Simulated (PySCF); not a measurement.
System: CH$_{5}$AlO (SMILES [CH3][AlH][OH]).

```xyz
8

C     0.8869    2.0122   -1.0642
Al   -0.7871    1.0837   -1.4110
O    -2.2135    2.0197   -1.2365
H     1.7656    1.3627   -1.1652
H     0.8946    2.4369   -0.0503
H     1.0130    2.8591   -1.7539
H    -0.9201   -0.4454   -1.8355
H    -3.1059    1.6927   -1.3749
```

Geometry: PBE0-D3(BJ)/pcseg-1.

Computed with Gaussian-basis quantum chemistry of an isolated molecule with PySCF, energy and nuclear gradient, functional PBE0 (PySCF).

Question: What can the converged electron density and electron localisation function tell about the bonding?

Answer: Al–O (1.71 Å): ρ is about 0.87 e/Å³ halfway; the ELF peaks at about 0.85 in the valence shell of O, 0.6 Å from its nucleus, and is about 0.45 at the midpoint.
C–Al (1.95 Å): the density is about 0.73 e/Å³ at the midpoint; the ELF peaks at about 0.95 between the atoms, as expected for a shared but strongly polarised pair.
O–H (0.96 Å): ρ is about 3.7 e/Å³ halfway; the ELF climbs to about 1 towards the hydrogen, as it does in any bond to H; an ordinary covalent bond to hydrogen.
C–H (1.10 Å): ρ at the midpoint is about 1.9 e/Å³; the ELF climbs to about 1 towards the hydrogen; an ordinary covalent bond to hydrogen.

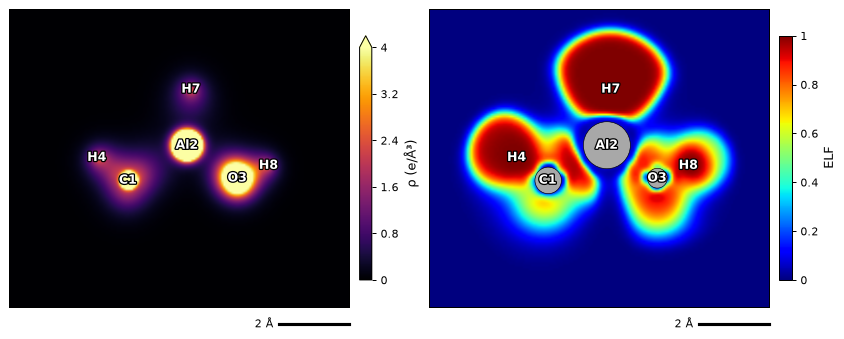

Computed electron density and electron localisation function on the plane of atoms O3, Al2 and H7, in this order. Grey discs cover the atomic cores in the ELF map. 
